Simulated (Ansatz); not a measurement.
## Run report: C3H10AlB, geometry relaxation (part 2 of 2)

The same run, continued: C3H10AlB; RKS PBE0-D4/def2-TZVP (Ansatz 0.2.0). The geometry: PBE-D4/def2-SVP start.

Geometry of the input (Å):
```
C  0.2725  -1.7906  -0.2839
C  1.1356  -0.5290  -0.2114
C  0.5009  0.6598  -0.9458
B  -0.7639  1.3614  -0.3508
Al -1.4611  1.1889  1.6566
H  -0.7347  -1.6165  0.1547
H  0.7320  -2.6407  0.2593
H  0.1161  -2.1084  -1.3361
H  1.3038  -0.2517  0.8555
H  2.1445  -0.7508  -0.6232
H  0.4034  0.4576  -2.0373
H  1.1925  1.5504  -0.9185
H  -1.3405  2.1455  -1.0996
H  -0.8642  2.0888  2.8549
H  -2.6588  0.1848  2.0550
```

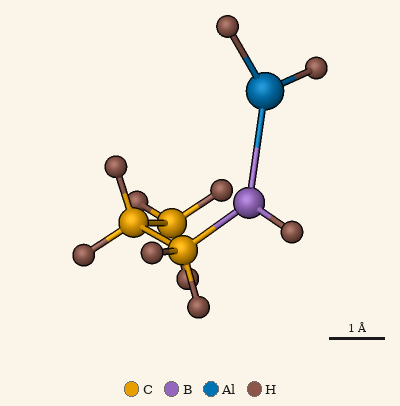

*The geometry at step 9 of the log (ball-and-stick view, seen at a tilt).*

Trajectory as extended XYZ, continued:
```
15
Properties=species:S:1:pos:R:3:forces:R:3 step=4 energy=-10539.59618
C     0.2559   -1.7545   -0.2700    0.0073   0.0055   0.0020
C     1.1301   -0.5138   -0.2063   -0.0110  -0.0041  -0.0052
C     0.5094    0.6614   -0.9495    0.0075   0.0014   0.0081
B    -0.7563    1.3438   -0.3590    0.0070   0.0333   0.0219
Al   -1.4490    1.1533    1.6464   -0.0081  -0.0133  -0.0045
H    -0.7349   -1.5633    0.1557   -0.0147   0.0025   0.0061
H     0.6963   -2.5912    0.2758    0.0041  -0.0108   0.0091
H     0.1058   -2.0725   -1.3052   -0.0024  -0.0049  -0.0128
H     1.2947   -0.2323    0.8415    0.0042   0.0051   0.0155
H     2.1196   -0.7469   -0.6127    0.0137  -0.0031  -0.0050
H     0.4025    0.4394   -2.0187   -0.0041  -0.0048  -0.0198
H     1.2011    1.5295   -0.9376    0.0069   0.0001  -0.0065
H    -1.3224    2.1154   -1.0931   -0.0104  -0.0026  -0.0110
H    -0.8491    2.0365    2.8337    0.0025   0.0001  -0.0015
H    -2.6256    0.1445    2.0285   -0.0025  -0.0045   0.0036
15
Properties=species:S:1:pos:R:3:forces:R:3 step=5 energy=-10539.59662
C     0.2517   -1.7470   -0.2609   -0.0073  -0.0107   0.0065
C     1.1308   -0.5098   -0.2074    0.0073   0.0084   0.0071
C     0.5121    0.6643   -0.9548   -0.0031   0.0067   0.0122
B    -0.7505    1.3511   -0.3608   -0.0107   0.0047   0.0097
Al   -1.4472    1.1387    1.6413   -0.0060   0.0023   0.0055
H    -0.7399   -1.5466    0.1606    0.0030  -0.0066  -0.0055
H     0.6866   -2.5806    0.2954   -0.0040   0.0056  -0.0070
H     0.1030   -2.0744   -1.2940   -0.0043  -0.0031   0.0078
H     1.2991   -0.2219    0.8388    0.0068  -0.0032  -0.0058
H     2.1186   -0.7493   -0.6154   -0.0009   0.0020   0.0041
H     0.3927    0.4340   -2.0217    0.0125   0.0093  -0.0029
H     1.2086    1.5284   -0.9528    0.0024  -0.0101  -0.0222
H    -1.3163    2.1254   -1.0926   -0.0001   0.0003  -0.0037
H    -0.8480    2.0108    2.8376    0.0027  -0.0020  -0.0012
H    -2.6233    0.1262    2.0164    0.0017  -0.0036  -0.0046
15
Properties=species:S:1:pos:R:3:forces:R:3 step=6 energy=-10539.59685
C     0.2471   -1.7404   -0.2513   -0.0088  -0.0063   0.0051
C     1.1308   -0.5057   -0.2075    0.0099   0.0089   0.0081
C     0.5140    0.6676   -0.9584   -0.0077   0.0038   0.0128
B    -0.7468    1.3582   -0.3627   -0.0212  -0.0053   0.0029
Al   -1.4481    1.1297    1.6366    0.0180  -0.0093   0.0002
H    -0.7439   -1.5336    0.1689    0.0053  -0.0059  -0.0049
H     0.6788   -2.5715    0.3111   -0.0015   0.0068  -0.0069
H     0.0965   -2.0752   -1.2817   -0.0033  -0.0011   0.0076
H     1.3047   -0.2130    0.8365    0.0037  -0.0049  -0.0078
H     2.1164   -0.7510   -0.6178   -0.0031   0.0015   0.0028
H     0.3868    0.4310   -2.0233    0.0096   0.0091   0.0018
H     1.2152    1.5272   -0.9678    0.0024  -0.0074  -0.0170
H    -1.3115    2.1344   -1.0933    0.0068   0.0041  -0.0043
H    -0.8433    1.9862    2.8415   -0.0090  -0.0014   0.0003
H    -2.6184    0.1054    1.9986   -0.0010   0.0073  -0.0008
15
Properties=species:S:1:pos:R:3:forces:R:3 step=7 energy=-10539.59696
C     0.2414   -1.7310   -0.2378   -0.0019   0.0001   0.0016
C     1.1323   -0.5004   -0.2091    0.0078   0.0035  -0.0002
C     0.5169    0.6717   -0.9638   -0.0088   0.0023   0.0002
B    -0.7421    1.3657   -0.3651    0.0054  -0.0203   0.0023
Al   -1.4423    1.1104    1.6323   -0.0138   0.0203  -0.0082
H    -0.7475   -1.5161    0.1833    0.0070  -0.0031  -0.0038
H     0.6703   -2.5591    0.3309    0.0016   0.0062  -0.0045
H     0.0850   -2.0755   -1.2643   -0.0008   0.0043   0.0086
H     1.3165   -0.2014    0.8316   -0.0020  -0.0049  -0.0096
H     2.1137   -0.7539   -0.6246   -0.0071  -0.0011   0.0030
H     0.3786    0.4269   -2.0260    0.0050   0.0043   0.0105
H     1.2245    1.5251   -0.9905   -0.0053  -0.0063  -0.0038
H    -1.3035    2.1468   -1.0929    0.0046   0.0040   0.0062
H    -0.8469    1.9547    2.8509   -0.0013  -0.0123  -0.0044
H    -2.6188    0.0856    1.9745    0.0097   0.0029   0.0021
15
Properties=species:S:1:pos:R:3:forces:R:3 step=8 energy=-10539.59708
C     0.2428   -1.7327   -0.2395    0.0009   0.0019   0.0006
C     1.1326   -0.5014   -0.2092    0.0021   0.0011  -0.0004
C     0.5163    0.6709   -0.9628   -0.0040  -0.0002   0.0035
B    -0.7433    1.3640   -0.3653    0.0017  -0.0066   0.0021
Al   -1.4458    1.1161    1.6318   -0.0023  -0.0003   0.0030
H    -0.7455   -1.5200    0.1836    0.0027  -0.0008  -0.0003
H     0.6738   -2.5616    0.3262    0.0021   0.0017  -0.0008
H     0.0850   -2.0747   -1.2665   -0.0004   0.0023   0.0027
H     1.3163   -0.2038    0.8317   -0.0018  -0.0019  -0.0045
H     2.1141   -0.7537   -0.6247   -0.0030  -0.0010   0.0000
H     0.3809    0.4278   -2.0256   -0.0001   0.0012   0.0038
H     1.2227    1.5252   -0.9874   -0.0030  -0.0019  -0.0010
H    -1.3039    2.1452   -1.0936    0.0036   0.0028   0.0015
H    -0.8474    1.9565    2.8512   -0.0002  -0.0016  -0.0063
H    -2.6204    0.0914    1.9794    0.0018   0.0033  -0.0038
15
Properties=species:S:1:pos:R:3:forces:R:3 step=9 energy=-10539.59712
C     0.2438   -1.7333   -0.2394    0.0024   0.0023   0.0002
C     1.1332   -0.5018   -0.2096   -0.0018  -0.0003  -0.0008
C     0.5158    0.6705   -0.9621    0.0009  -0.0010   0.0022
B    -0.7436    1.3635   -0.3644    0.0010  -0.0036   0.0032
Al   -1.4477    1.1171    1.6318    0.0000  -0.0022  -0.0008
H    -0.7435   -1.5217    0.1866    0.0003   0.0002   0.0013
H     0.6767   -2.5627    0.3239    0.0018  -0.0006   0.0008
H     0.0834   -2.0738   -1.2663   -0.0003   0.0008  -0.0002
H     1.3182   -0.2050    0.8311   -0.0012   0.0002  -0.0011
H     2.1141   -0.7539   -0.6266   -0.0005  -0.0004  -0.0014
H     0.3806    0.4281   -2.0249   -0.0023  -0.0005  -0.0005
H     1.2218    1.5251   -0.9867   -0.0014   0.0005   0.0004
H    -1.3030    2.1457   -1.0925    0.0024   0.0028  -0.0001
H    -0.8475    1.9571    2.8503   -0.0012  -0.0008  -0.0022
H    -2.6242    0.0944    1.9781    0.0000   0.0027  -0.0009
15
Properties=species:S:1:pos:R:3:forces:R:3 step=10 energy=-10539.59720
C     0.2446   -1.7318   -0.2344    0.0033   0.0013  -0.0009
C     1.1354   -0.5012   -0.2117   -0.0049  -0.0029   0.0005
C     0.5157    0.6707   -0.9629    0.0078  -0.0028  -0.0021
B    -0.7421    1.3647   -0.3634    0.0039   0.0051   0.0044
Al   -1.4520    1.1135    1.6297    0.0002  -0.0046  -0.0035
H    -0.7397   -1.5194    0.1981    0.0001   0.0004   0.0014
H     0.6810   -2.5610    0.3264   -0.0005  -0.0010   0.0006
H     0.0767   -2.0728   -1.2600    0.0001  -0.0007  -0.0001
H     1.3264   -0.2031    0.8275   -0.0003   0.0020  -0.0001
H     2.1135   -0.7555   -0.6338    0.0003   0.0013  -0.0013
H     0.3758    0.4267   -2.0248   -0.0039  -0.0009  -0.0024
H     1.2227    1.5241   -0.9931   -0.0022   0.0010   0.0017
H    -1.2960    2.1534   -1.0887   -0.0009  -0.0006  -0.0017
H    -0.8500    1.9462    2.8518   -0.0007   0.0010   0.0022
H    -2.6339    0.0950    1.9688   -0.0024   0.0014   0.0014
15
Properties=species:S:1:pos:R:3:forces:R:3 step=11 energy=-10539.59724
C     0.2455   -1.7296   -0.2281    0.0032   0.0013  -0.0025
C     1.1385   -0.5004   -0.2147   -0.0052  -0.0050   0.0023
C     0.5162    0.6711   -0.9644    0.0141   0.0003  -0.0040
B    -0.7384    1.3674   -0.3613   -0.0049  -0.0013  -0.0026
Al   -1.4574    1.1081    1.6270    0.0021   0.0002  -0.0008
H    -0.7349   -1.5155    0.2125    0.0010   0.0003   0.0006
H     0.6858   -2.5585    0.3302   -0.0026  -0.0010   0.0002
H     0.0682   -2.0717   -1.2517    0.0006  -0.0012   0.0017
H     1.3374   -0.2004    0.8223    0.0003   0.0025  -0.0005
H     2.1129   -0.7577   -0.6434    0.0001   0.0023  -0.0005
H     0.3690    0.4247   -2.0248   -0.0053  -0.0003  -0.0020
H     1.2249    1.5226   -1.0024   -0.0009   0.0003   0.0021
H    -1.2879    2.1617   -1.0842   -0.0002   0.0004   0.0005
H    -0.8544    1.9312    2.8547    0.0005   0.0019   0.0063
H    -2.6473    0.0965    1.9576   -0.0028  -0.0007  -0.0007
15
Properties=species:S:1:pos:R:3:forces:R:3 step=12 energy=-10539.59727
C     0.2453   -1.7270   -0.2225    0.0023   0.0030  -0.0036
C     1.1402   -0.4991   -0.2167   -0.0018  -0.0058   0.0028
C     0.5169    0.6717   -0.9666    0.0096  -0.0001  -0.0076
B    -0.7362    1.3694   -0.3609    0.0023   0.0050  -0.0010
Al   -1.4590    1.1033    1.6253   -0.0019  -0.0001  -0.0011
H    -0.7332   -1.5104    0.2214    0.0031   0.0001  -0.0012
H     0.6866   -2.5549    0.3367   -0.0023   0.0002  -0.0006
H     0.0631   -2.0723   -1.2444    0.0014   0.0004   0.0050
H     1.3446   -0.1965    0.8186   -0.0007   0.0003  -0.0040
H     2.1124   -0.7591   -0.6493   -0.0027   0.0018   0.0013
H     0.3632    0.4225   -2.0258   -0.0030   0.0007   0.0034
H     1.2272    1.5215   -1.0113   -0.0044  -0.0030   0.0026
H    -1.2821    2.1686   -1.0811   -0.0019  -0.0029   0.0014
H    -0.8567    1.9170    2.8599    0.0006   0.0000   0.0024
H    -2.6543    0.0946    1.9461   -0.0008   0.0004   0.0003
15
Properties=species:S:1:pos:R:3:forces:R:3 step=13 energy=-10539.59728
C     0.2455   -1.7262   -0.2209    0.0019   0.0037  -0.0028
C     1.1410   -0.4987   -0.2175   -0.0002  -0.0045   0.0026
C     0.5173    0.6719   -0.9674    0.0048   0.0007  -0.0059
B    -0.7349    1.3704   -0.3604   -0.0002   0.0012  -0.0018
Al   -1.4597    1.1023    1.6250    0.0001  -0.0001   0.0003
H    -0.7325   -1.5085    0.2237    0.0022   0.0002  -0.0012
H     0.6867   -2.5537    0.3391   -0.0011   0.0003  -0.0003
H     0.0621   -2.0728   -1.2421    0.0011   0.0006   0.0039
H     1.3471   -0.1951    0.8172   -0.0009  -0.0006  -0.0037
H     2.1124   -0.7594   -0.6513   -0.0024   0.0009   0.0011
H     0.3609    0.4218   -2.0260   -0.0015   0.0008   0.0042
H     1.2281    1.5210   -1.0144   -0.0033  -0.0029   0.0019
H    -1.2813    2.1696   -1.0802   -0.0002  -0.0010   0.0015
H    -0.8569    1.9114    2.8627   -0.0004  -0.0007   0.0002
H    -2.6578    0.0955    1.9420    0.0001   0.0013   0.0000
15
Properties=species:S:1:pos:R:3:forces:R:3 step=14 energy=-10539.59729
C     0.2463   -1.7262   -0.2206    0.0021   0.0027  -0.0005
C     1.1416   -0.4987   -0.2181   -0.0011  -0.0019   0.0003
C     0.5174    0.6717   -0.9678   -0.0016   0.0006  -0.0020
B    -0.7344    1.3702   -0.3599    0.0017  -0.0030   0.0006
Al   -1.4594    1.1019    1.6254   -0.0042   0.0039   0.0008
H    -0.7317   -1.5079    0.2236   -0.0007   0.0004  -0.0001
H     0.6871   -2.5532    0.3401    0.0003  -0.0004   0.0006
H     0.0630   -2.0736   -1.2414    0.0002  -0.0001  -0.0001
H     1.3482   -0.1947    0.8163   -0.0002  -0.0002   0.0000
H     2.1128   -0.7594   -0.6522    0.0000  -0.0001  -0.0003
H     0.3596    0.4214   -2.0261    0.0004  -0.0003   0.0009
H     1.2280    1.5207   -1.0156   -0.0001   0.0000   0.0004
H    -1.2818    2.1690   -1.0793    0.0003   0.0006   0.0007
H    -0.8568    1.9085    2.8649    0.0013  -0.0017  -0.0012
H    -2.6618    0.0995    1.9402    0.0015  -0.0007  -0.0002
```

Summary:

| quantity | value |
| --- | --- |
| outcome | converged |
| total energy | −10539.5973 eV |
| mean-field energy | −10539.3459 eV |
| dispersion energy | −0.2514 eV |
| SCF solution under orbital rotations | stable |
| largest force (length of the vector) at the end | 0.006 eV/Å |
| dipole moment | 1.50 D |
| hardware | 4 threads of Arm Neoverse V2, 23 GiB of memory available, shared host |
| wall time | 51 s (CPU time 3.2 min) |
| peak memory | 0.63 GiB |
